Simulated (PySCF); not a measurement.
```
atom   x (Å)   y (Å)    z (Å)
  Sb  0.0000  0.0000  -0.9041
  Se  0.0000  0.0000   1.3679
```

Core potentials replace the inner electrons of Sb.

All numbers below come from PySCF 2.14.0, PBE0/cc-pVDZ(-PP), non-relativistic Hamiltonian with scalar-relativistic core potentials where named, at a bond length of 2.272 Å.

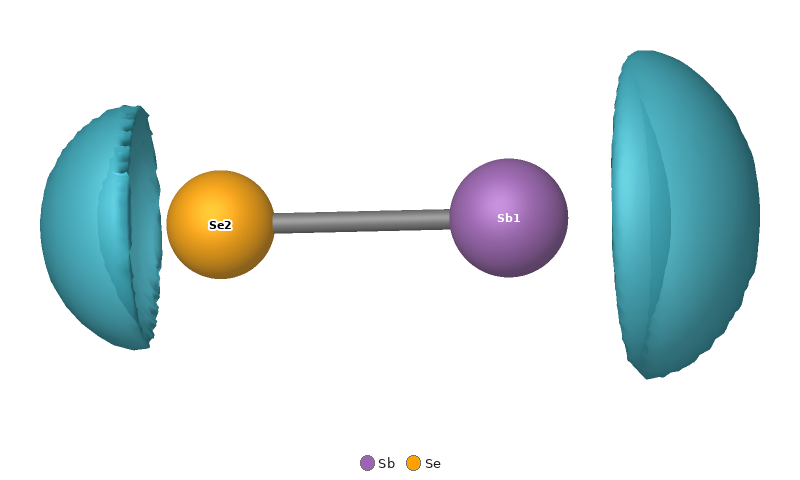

SbSe (charge +1). Isosurface of the electron localisation function at 0.8 (cyan), seen from one side. Only the valence region is drawn (cores and ρ < 0.01 e/Å³ removed).

**Where are the electrons localised?**

At this value the surface marks out one lobe on Sb, pointing away from the bonds (lone pairs) and one lobe on Se, pointing away from the bonds (lone pairs, which may merge into one lobe). Profiles from the grid: Sb–Se (2.27 Å): the ELF peaks at about 0.65 in the valence shell of Se, 1.0 Å from its nucleus, and drops to about 0.20 between the two atoms.
